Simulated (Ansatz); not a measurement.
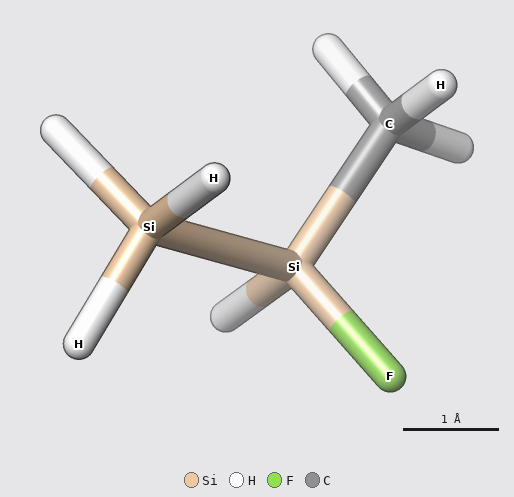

*The input geometry (stick view, seen at a tilt).*

# CH₇FSi₂: nudged elastic band

The run: nudged elastic band of CH₇FSi₂. Method and program: RHF/6-31G* (Ansatz 0.2.0).

It belongs to a series of runs on one base structure; here: band between the two ends.

Log:
```
Engine: ansatz 0.2.0, aarch64-unknown-linux-gnu
Functional definition: HF
  exchange = exact_x
  correlation = 0
884 factors; integrals over basis functions are off by at most 5.9e-4 eV
mean field evaluation 1: about -19570.0684 eV, gradient 3.0e1 eV
mean field evaluation 2: about -19570.1294 eV, gradient 3.0e1 eV
mean field evaluation 4: about -19572.4712 eV, gradient 3.0e0 eV
mean field evaluation 8: about -19572.5085 eV, gradient 1.6e-1 eV
mean field -19572.50868333 eV, -719.2764273897 hartree, gradient 2.6e-5 eV, S^2 0.000000; 0 other end points of the search recorded, 0 dependent functions left out
the calculation of the forces begins
reference -19572.50868333 eV, -719.2764273897 hartree; 25, 25 occupied and 57, 57 virtual orbitals, 884 factors
884 factors; integrals over basis functions are off by at most 7.7e-4 eV
mean field evaluation 16: about -19570.6793 eV, gradient 3.0e0 eV
mean field -19570.72262430 eV, -719.2107909309 hartree, gradient 1.9e-5 eV, S^2 0.000000; 0 other end points of the search recorded, 0 dependent functions left out
[... from here on the field's lines of each further geometry are left out, up to the last ...]
NEB iter   1: max|band force component| = 1.453e1 eV/Å  barrier→ = 5.6101 eV  barrier← = 3.8240 eV  Δτ_max = 0.2000 Å  (234 SCF iters)
NEB iter   2: max|band force component| = 6.553e0 eV/Å  barrier→ = 4.3655 eV  barrier← = 2.5795 eV  Δτ_max = 0.2000 Å  (157 SCF iters)
NEB iter   3: max|band force component| = 3.906e0 eV/Å  barrier→ = 4.1610 eV  barrier← = 2.3749 eV  Δτ_max = 0.2000 Å  (156 SCF iters)
NEB iter   4: max|band force component| = 1.433e0 eV/Å  barrier→ = 3.5562 eV  barrier← = 1.7702 eV  Δτ_max = 0.2000 Å  (155 SCF iters)
NEB iter   5: max|band force component| = 2.256e0 eV/Å  barrier→ = 3.2423 eV  barrier← = 1.4562 eV  Δτ_max = 0.0998 Å  (151 SCF iters)
NEB iter   6: max|band force component| = 8.259e-1 eV/Å  barrier→ = 3.0053 eV  barrier← = 1.2192 eV  Δτ_max = 0.2000 Å  (152 SCF iters)
NEB iter   7: max|band force component| = 6.085e-1 eV/Å  barrier→ = 2.8810 eV  barrier← = 1.0949 eV  CI = image 3  Δτ_max = 0.1974 Å  (152 SCF iters)
NEB iter   8: max|band force component| = 5.752e-1 eV/Å  barrier→ = 2.9567 eV  barrier← = 1.1707 eV  CI = image 3  Δτ_max = 0.2000 Å  (144 SCF iters)
NEB iter   9: max|band force component| = 8.770e-1 eV/Å  barrier→ = 2.9507 eV  barrier← = 1.1646 eV  CI = image 3  Δτ_max = 0.0997 Å  (150 SCF iters)
NEB iter  10: max|band force component| = 3.052e-1 eV/Å  barrier→ = 2.9714 eV  barrier← = 1.1853 eV  CI = image 3  Δτ_max = 0.0994 Å  (152 SCF iters)
NEB iter  11: max|band force component| = 1.032e-1 eV/Å  barrier→ = 2.9572 eV  barrier← = 1.1711 eV  CI = image 3  Δτ_max = 0.1984 Å  (151 SCF iters)
NEB iter  12: max|band force component| = 1.694e-1 eV/Å  barrier→ = 2.9448 eV  barrier← = 1.1588 eV  CI = image 3  Δτ_max = 0.0947 Å  (147 SCF iters)
NEB iter  13: max|band force component| = 1.582e-1 eV/Å  barrier→ = 2.9445 eV  barrier← = 1.1585 eV  CI = image 3  Δτ_max = 0.0531 Å  (150 SCF iters)
NEB iter  14: max|band force component| = 8.648e-2 eV/Å  barrier→ = 2.9422 eV  barrier← = 1.1561 eV  CI = image 3  Δτ_max = 0.0475 Å  (134 SCF iters)
NEB iter  15: max|band force component| = 5.953e-2 eV/Å  barrier→ = 2.9418 eV  barrier← = 1.1557 eV  CI = image 3  Δτ_max = 0.0313 Å  (135 SCF iters)
NEB iter  16: max|band force component| = 3.454e-2 eV/Å  barrier→ = 2.9415 eV  barrier← = 1.1554 eV  CI = image 3  Δτ_max = 0.0302 Å  (132 SCF iters)
the calculation of the forces begins
reference -19570.70284115 eV, -719.2100639136 hartree; 25, 25 occupied and 57, 57 virtual orbitals, 884 factors
884 factors; integrals over basis functions are off by at most 7.0e-4 eV
mean field evaluation 672: about -19569.5676 eV, gradient 1.5e-3 eV
mean field -19569.56760419 eV, -719.1683447245 hartree, gradient 2.3e-5 eV, S^2 0.000000; 1 other end points of the search recorded, 0 dependent functions left out
the calculation of the forces begins
reference -19569.56760419 eV, -719.1683447245 hartree; 25, 25 occupied and 57, 57 virtual orbitals, 884 factors
NEB iter  17: max|band force component| = 3.454e-2 eV/Å  barrier→ = 2.9411 eV  barrier← = 1.1550 eV  CI = image 3  Δτ_max = 0.0000 Å  (196 SCF iters)
```

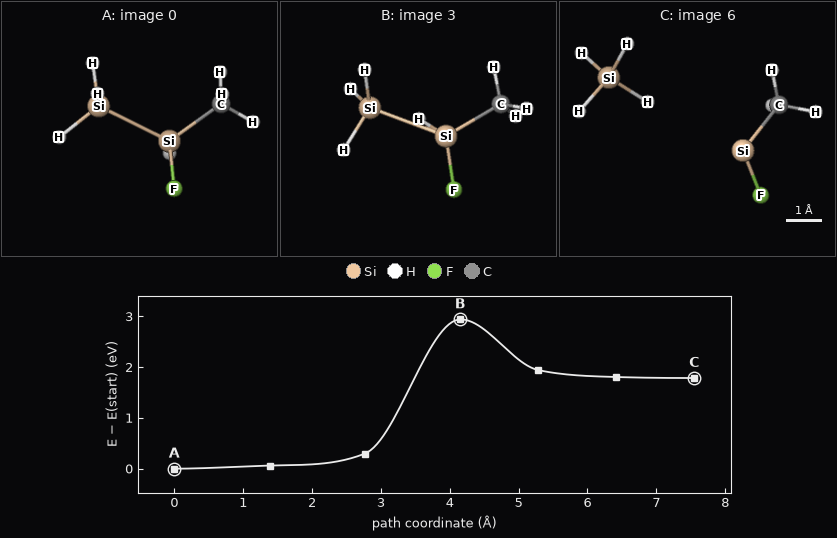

*Images of the last band (counted from 0; ball-and-stick, seen at a tilt) above the energy along the path; the line is a cubic interpolation that uses the forces.*

The highest image is number 3, 2.941 eV above the start and 1.155 eV above the end (the climbing image); the end lies 1.786 eV above the start. The path is 7.55 Å long. The band converged in 17 iterations.

```
Total energy: -19569.56760419 eV, -719.1683447245 hartree
Atom 0 at    -0.322026     0.100609     0.225199 Å, force     0.008389     0.009959     0.001382 eV/Å
Atom 1 at     1.127788     0.015065     2.123542 Å, force    -0.011628    -0.008177     0.003423 eV/Å
Atom 2 at     0.248790    -0.503657     3.185538 Å, force     0.007849     0.006378     0.010887 eV/Å
Atom 3 at     2.401737    -0.721643     2.299706 Å, force    -0.004910    -0.004003    -0.000611 eV/Å
Atom 4 at     1.445659     1.446429     2.217772 Å, force    -0.003994    -0.002959    -0.008883 eV/Å
Atom 5 at     1.189079    -0.571411     0.491357 Å, force     0.002726     0.005451    -0.011196 eV/Å
Atom 6 at     0.105891     1.185738    -0.889198 Å, force    -0.002978    -0.005126     0.007260 eV/Å
Atom 7 at    -0.921643    -1.431790    -0.709014 Å, force     0.003132     0.002023     0.000000 eV/Å
Atom 8 at    -0.888507    -2.301771    -0.058558 Å, force    -0.000175     0.000483    -0.000015 eV/Å
Atom 9 at    -1.953922    -1.293911    -1.016391 Å, force     0.001581    -0.001855    -0.001344 eV/Å
Atom 10 at    -0.331147    -1.637655    -1.594452 Å, force     0.000008    -0.002175    -0.000903 eV/Å
Dipole moment:    -0.083678    -0.295427     0.186433 e Å
this run last wrote the band of iteration 17 to [file]; this run last wrote the band within `neb.f_tol` of iteration 16 to [file]
```

The last band as extended XYZ (Å, eV, eV/Å):
```
11
Properties=species:S:1:pos:R:3:forces:R:3 image=0 energy=-19572.50868
Si    0.2190    0.0449   -0.0435    0.0025  -0.0054   0.0037
Si    1.0384   -0.0641    2.1573   -0.0084  -0.0019   0.0024
H    -0.0549   -0.3142    3.1209   -0.0012  -0.0028  -0.0008
H     2.0117   -1.1744    2.2623    0.0011  -0.0005  -0.0048
H     1.7202    1.1929    2.5292    0.0055   0.0002   0.0008
H     1.3294    0.3028   -0.9833   -0.0063   0.0101  -0.0008
F    -0.7907    1.2917   -0.1479    0.0070   0.0037  -0.0099
C    -0.7013   -1.5058   -0.5696   -0.0023  -0.0027   0.0049
H    -1.5315   -1.7258    0.0950   -0.0020  -0.0016  -0.0011
H    -1.1006   -1.3944   -1.5738    0.0002   0.0000   0.0018
H    -0.0382   -2.3675   -0.5712    0.0038   0.0010   0.0037
11
Properties=species:S:1:pos:R:3:forces:R:3 image=1 energy=-19572.44714
Si    0.3377   -0.0373   -0.0726    0.0046  -0.0304   0.0018
Si    0.9704   -0.0094    2.1925    0.0046  -0.0056  -0.0156
H    -0.1620   -0.3550    3.0787   -0.0068   0.0051  -0.0050
H     2.0433   -1.0069    2.4034   -0.0064  -0.0112   0.0115
H     1.4855    1.3219    2.5747    0.0090  -0.0096   0.0020
H     1.5482    0.0075   -0.9176   -0.0043   0.0193  -0.0194
F    -0.4924    1.3047   -0.3791   -0.0240   0.0277   0.0006
C    -0.7351   -1.5111   -0.5657    0.0124   0.0105   0.0269
H    -1.0677   -2.0969    0.2851   -0.0081   0.0069   0.0191
H    -1.6218   -1.1565   -1.0836   -0.0014   0.0039  -0.0213
H    -0.2043   -2.1751   -1.2404    0.0203  -0.0166  -0.0005
11
Properties=species:S:1:pos:R:3:forces:R:3 image=2 energy=-19572.21012
Si    0.2764   -0.1567    0.0356    0.3551  -0.1614  -0.1213
Si    0.9375    0.0712    2.2721   -0.0999   0.0296   0.0888
H     0.0432   -0.4286    3.3295   -0.1217   0.0783   0.0911
H     2.2037   -0.6979    2.3452   -0.1220  -0.0095   0.0252
H     1.2773    1.4930    2.4822   -0.0626   0.0269   0.1319
H     1.6189   -0.5393   -0.4077    0.2582   0.0168  -0.5438
F    -0.0906    1.2501   -0.6455   -0.1046   0.0236   0.1368
C    -0.8846   -1.4652   -0.6543    0.0086  -0.0127   0.0355
H    -0.9099   -2.3584   -0.0385   -0.0093  -0.0297   0.0317
H    -1.9042   -1.1381   -0.8252    0.0041   0.1008   0.1411
H    -0.4660   -1.7442   -1.6178   -0.1060  -0.0627  -0.0170
11
Properties=species:S:1:pos:R:3:forces:R:3 image=3 energy=-19569.56760
Si   -0.3220    0.1006    0.2252    0.0084   0.0100   0.0014
Si    1.1278    0.0151    2.1235   -0.0116  -0.0082   0.0034
H     0.2488   -0.5037    3.1855    0.0078   0.0064   0.0109
H     2.4017   -0.7216    2.2997   -0.0049  -0.0040  -0.0006
H     1.4457    1.4464    2.2178   -0.0040  -0.0030  -0.0089
H     1.1891   -0.5714    0.4914    0.0027   0.0055  -0.0112
F     0.1059    1.1857   -0.8892   -0.0030  -0.0051   0.0073
C    -0.9216   -1.4318   -0.7090    0.0031   0.0020   0.0000
H    -0.8885   -2.3018   -0.0586   -0.0002   0.0005   0.0000
H    -1.9539   -1.2939   -1.0164    0.0016  -0.0019  -0.0013
H    -0.3311   -1.6377   -1.5945    0.0000  -0.0022  -0.0009
11
Properties=species:S:1:pos:R:3:forces:R:3 image=4 energy=-19570.56698
Si   -0.9160    0.3547   -0.0580   -0.1822   0.0723  -0.0833
Si    1.4684   -0.0942    2.2519    0.0995  -0.0295   0.0440
H     0.3894   -0.5764    3.1308    0.0352  -0.0141  -0.0145
H     2.7502   -0.7089    2.6229    0.0941   0.0009   0.0996
H     1.5504    1.3739    2.2942    0.0323  -0.0217   0.0207
H     1.1874   -0.5215    0.8601   -0.0003   0.0157   0.1064
F     0.0098    1.0961   -1.1475   -0.0243  -0.0231  -0.0798
C    -1.0331   -1.3915   -0.8081   -0.0321   0.0004  -0.0341
H    -0.9767   -2.1610   -0.0402   -0.0132   0.0376   0.0074
H    -2.0267   -1.4752   -1.2514   -0.0218  -0.0549  -0.0648
H    -0.3013   -1.6099   -1.5792    0.0131   0.0163  -0.0016
11
Properties=species:S:1:pos:R:3:forces:R:3 image=5 energy=-19570.70284
Si   -1.1688    0.4298   -0.3855   -0.0050   0.0161  -0.0066
Si    1.6640   -0.0976    2.4711    0.0075  -0.0012   0.0100
H     0.5875   -0.6420    3.3183    0.0068  -0.0004   0.0055
H     2.9568   -0.6903    2.8568    0.0074   0.0006   0.0103
H     1.7171    1.3683    2.6052    0.0086  -0.0002   0.0097
H     1.3820   -0.4436    1.0614    0.0084   0.0014   0.0065
F    -0.3694    1.0701   -1.6279   -0.0215  -0.0044  -0.0140
C    -1.1500   -1.3968   -0.9163    0.0026  -0.0111   0.0002
H    -1.2650   -2.0635   -0.0653   -0.0128   0.0036  -0.0028
H    -2.0000   -1.5763   -1.5782   -0.0039  -0.0028  -0.0204
H    -0.2526   -1.6719   -1.4640    0.0019  -0.0015   0.0016
11
Properties=species:S:1:pos:R:3:forces:R:3 image=6 energy=-19570.72262
Si   -1.2758    0.4703   -0.6548    0.0110   0.0075  -0.0287
Si    1.8529   -0.0803    2.6634    0.0009  -0.0004   0.0003
H     0.6760   -0.7155    3.2853    0.0027   0.0022  -0.0006
H     3.0834   -0.7239    3.1601   -0.0026   0.0017  -0.0008
H     1.8752    1.3570    2.9897    0.0003  -0.0035  -0.0006
H     1.7756   -0.2490    1.1974   -0.0006   0.0009   0.0029
F    -0.8130    0.9775   -2.1120   -0.0079  -0.0054   0.0253
C    -1.2699   -1.4000   -0.9975   -0.0124  -0.0068  -0.0074
H    -1.5357   -1.9810   -0.1189    0.0040  -0.0019  -0.0056
H    -1.9769   -1.6412   -1.7924    0.0068   0.0033   0.0092
H    -0.2902   -1.7280   -1.3448   -0.0024   0.0024   0.0060
```

The run was set up as follows.

The input:
```yaml
crystal:
  periodic: [false, false, false]
  atoms:
    - { symbol: Si, position_ang: [0.218978, 0.044902, -0.043475] }
    - { symbol: Si, position_ang: [1.038447, -0.064127, 2.157327] }
    - { symbol: H, position_ang: [-0.05487, -0.314198, 3.1209] }
    - { symbol: H, position_ang: [2.011655, -1.174431, 2.262281] }
    - { symbol: H, position_ang: [1.720245, 1.192866, 2.529236] }
    - { symbol: H, position_ang: [1.329419, 0.302793, -0.983273] }
    - { symbol: F, position_ang: [-0.790698, 1.29169, -0.147851] }
    - { symbol: C, position_ang: [-0.701281, -1.505819, -0.569588] }
    - { symbol: H, position_ang: [-1.531453, -1.72582, 0.09501] }
    - { symbol: H, position_ang: [-1.100573, -1.394362, -1.573822] }
    - { symbol: H, position_ang: [-0.038169, -2.367493, -0.571244] }
basis:
  gaussian: { orbitals: "6-31G*" }
hamiltonian:
  xc: hf
neb:
  order_check: false
  images: 5
  f_tol: 0.05
  max_iterations: 60
  final_atoms:
    - { symbol: Si, position_ang: [-1.27576259, 0.4702904, -0.65479908] }
    - { symbol: Si, position_ang: [1.85294808, -0.08027185, 2.66339636] }
    - { symbol: H, position_ang: [0.67601699, -0.71548618, 3.28532603] }
    - { symbol: H, position_ang: [3.08344006, -0.72391379, 3.16013938] }
    - { symbol: H, position_ang: [1.87515596, 1.35701844, 2.98967971] }
    - { symbol: H, position_ang: [1.77562043, -0.24902405, 1.19743922] }
    - { symbol: F, position_ang: [-0.81295949, 0.9775158, -2.11196983] }
    - { symbol: C, position_ang: [-1.26987648, -1.39997725, -0.99749806] }
    - { symbol: H, position_ang: [-1.53573006, -1.98096279, -0.11893389] }
    - { symbol: H, position_ang: [-1.97692774, -1.64122846, -1.79244119] }
    - { symbol: H, position_ang: [-0.29022518, -1.72795927, -1.34483765] }
  initial_path:
    images:
      - { positions_ang: [[0.218978, 0.044902, -0.043475], [1.038447, -0.064127, 2.157327], [-0.05487, -0.314198, 3.1209], [2.011655, -1.174431, 2.262281], [1.720245, 1.192866, 2.529236], [1.329419, 0.302793, -0.983273], [-0.790698, 1.29169, -0.147851], [-0.701281, -1.505819, -0.569588], [-1.531453, -1.72582, 0.09501], [-1.100573, -1.394362, -1.573822], [-0.038169, -2.367493, -0.571244]] }
      - { positions_ang: [[0.14655916, 0.03083989, -0.0283472], [1.12782684, -0.0452313, 2.11818029], [-0.03979776, -0.34793237, 2.92134014], [2.11255888, -1.09817419, 2.34996597], [1.68402186, 1.23928402, 2.53081905], [1.43973352, 0.20227331, -0.63196857], [-0.77546658, 1.29547231, -0.27306107], [-0.76041204, -1.51045158, -0.58965402], [-1.48118493, -1.82887942, 0.13517307], [-1.279307, -1.33726118, -1.51066531], [-0.07283196, -2.31393848, -0.74628134]] }
      - { positions_ang: [[0.07414033, 0.01677778, -0.0132194], [1.21720668, -0.0263356, 2.07903358], [-0.02472552, -0.38166675, 2.72178029], [2.21346276, -1.02191738, 2.43765094], [1.64779872, 1.28570204, 2.53240209], [1.55004804, 0.10175361, -0.28066414], [-0.76023517, 1.29925462, -0.39827114], [-0.81954307, -1.51508416, -0.60972004], [-1.43091685, -1.93193884, 0.17533615], [-1.45804099, -1.28016035, -1.44750863], [-0.10749492, -2.26038396, -0.92131869]] }
      - { positions_ang: [[0.00172149, 0.00271566, 0.0019084], [1.30658652, -0.0074399, 2.03988686], [-0.00965327, -0.41540112, 2.52222043], [2.31436664, -0.94566056, 2.52533591], [1.61157558, 1.33212006, 2.53398514], [1.66036256, 0.00123392, 0.07064028], [-0.74500375, 1.30303692, -0.52348121], [-0.87867411, -1.51971674, -0.62978607], [-1.38064878, -2.03499827, 0.21549922], [-1.63677499, -1.22305953, -1.38435194], [-0.14215788, -2.20682943, -1.09635603]] }
      - { positions_ang: [[-0.42410654, 0.15857391, -0.21699409], [1.48870704, -0.03171722, 2.24772336], [0.21890348, -0.51542948, 2.77658896], [2.57072444, -0.87174497, 2.73693707], [1.69943571, 1.34041952, 2.68588333], [1.69878185, -0.0821854, 0.44623993], [-0.76765566, 1.19452988, -1.05297742], [-1.0090749, -1.47980358, -0.75235673], [-1.43234254, -2.01698644, 0.10402152], [-1.75015924, -1.36244917, -1.52038169], [-0.19151365, -2.04720605, -1.17918324]] }
      - { positions_ang: [[-0.84993456, 0.31443216, -0.43589659], [1.67082756, -0.05599453, 2.45555986], [0.44746024, -0.61545783, 3.03095749], [2.82708225, -0.79782938, 2.94853822], [1.78729583, 1.34871898, 2.83778152], [1.73720114, -0.16560473, 0.82183958], [-0.79030758, 1.08602284, -1.58247362], [-1.13947569, -1.43989041, -0.87492739], [-1.4840363, -1.99897462, -0.00745618], [-1.86354349, -1.50183882, -1.65641144], [-0.24086941, -1.88758266, -1.26201044]] }
      - { positions_ang: [[-1.27576259, 0.4702904, -0.65479908], [1.85294808, -0.08027185, 2.66339636], [0.67601699, -0.71548618, 3.28532603], [3.08344006, -0.72391379, 3.16013938], [1.87515596, 1.35701844, 2.98967971], [1.77562043, -0.24902405, 1.19743922], [-0.81295949, 0.9775158, -2.11196983], [-1.26987648, -1.39997725, -0.99749806], [-1.53573006, -1.98096279, -0.11893389], [-1.97692774, -1.64122846, -1.79244119], [-0.29022518, -1.72795927, -1.34483765]] }
```

Command:
```bash
ansatz run input.yaml --threads 1 --pin off --max-ram 2048MiB --backend cpu --events-out ev --progress --plain --runs-dir out
```

Results in brief:

```json
{"quantity": "outcome", "value": "converged"}
{"quantity": "barrier, forward", "value": "2.941 eV"}
{"quantity": "barrier, backward", "value": "1.155 eV"}
{"quantity": "hardware", "value": "1 thread of Arm Neoverse V1, 24 GiB of memory available, shared host"}
{"quantity": "wall time", "value": "2.3 min"}
{"quantity": "peak memory", "value": "0.15 GiB"}
```

Remarks:

The order of the saddle point was not checked.
